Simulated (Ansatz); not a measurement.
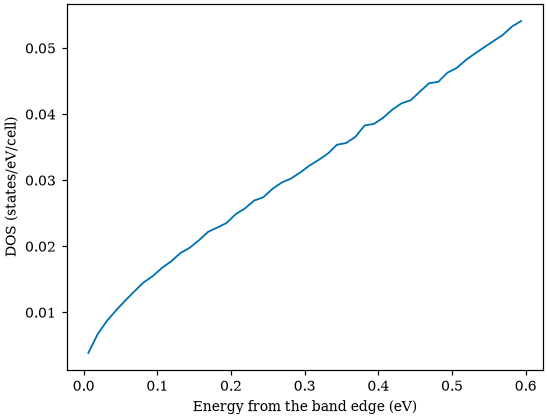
Figure. Density of states of AlN (P6_3mc) above the conduction band minimum, Ansatz (a program for electronic structure) with r2SCAN with spin-orbit coupling, rigid bands; cell volume 41.8 Å³.

Q: What effective density of states at 300 K does this give (∫ g(E) exp(−E/k_BT) dE, both spins, divided by the cell's size)?

A: 4.4e18 cm⁻³, a density-of-states mass of 0.31 mₑ, valleys and band degeneracy included.

Geometry: cell and atoms relaxed with PBEsol.
